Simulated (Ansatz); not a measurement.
System: GeH4O···H2O.

```yaml
atoms:
  - { symbol: Ge, position_ang: [-0.3129, -0.3468, -0.1012] }
  - { symbol: H, position_ang: [-0.7320, -0.3902, 1.3631] }
  - { symbol: O, position_ang: [1.4711, -0.3291, -0.1053] }
  - { symbol: H, position_ang: [1.8985, -0.6390, -0.8887] }
  - { symbol: H, position_ang: [-0.8478, 0.8903, -0.8214] }
  - { symbol: H, position_ang: [-0.7635, -1.6170, -0.8384] }
  - { symbol: O, position_ang: [1.4987, 2.0812, 1.4183] }
  - { symbol: H, position_ang: [1.8459, 1.3647, 0.8992] }
  - { symbol: H, position_ang: [1.6338, 1.8225, 2.3169] }
```

Level of theory: RHF/def2-SVP in Ansatz.

What will maps of the electron density and electron localisation function show?

O3···H8 (2.00 Å): the density falls to about 0.15 e/Å³ on the way; the ELF dips to about 0.05 between them: by its geometry a hydrogen bond between the two molecules, with no shared pair.
Ge–O (1.78 Å): ρ at the midpoint is about 0.92 e/Å³; the ELF peaks at about 0.85 in the valence shell of O, 0.6 Å from its nucleus, and is about 0.30 at the midpoint.
O–H (0.95 Å): the density is about 3.9 e/Å³ at the midpoint; the ELF climbs to about 1 towards the hydrogen, as it does in any bond to H (a covalent bond by its length).
Ge–H (1.54 Å): ρ at the midpoint is about 1 e/Å³; the ELF climbs to about 1 towards the hydrogen.

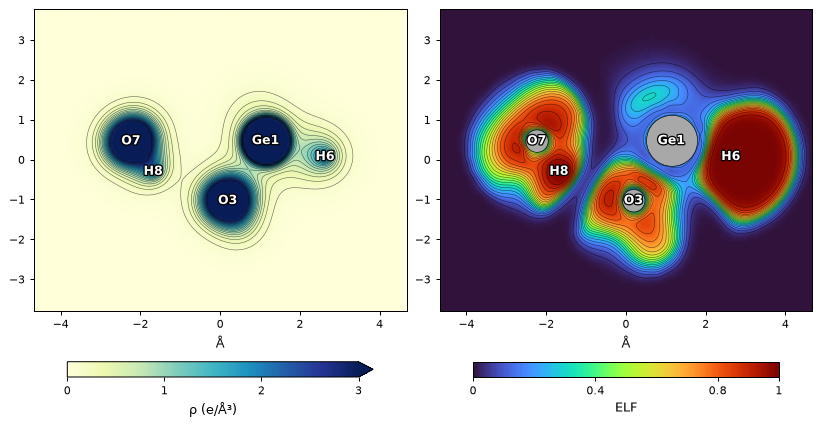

Computed electron density and electron localisation function on the plane of atoms O3, Ge1 and H6, in this order. Grey discs cover the atomic cores in the ELF map. 
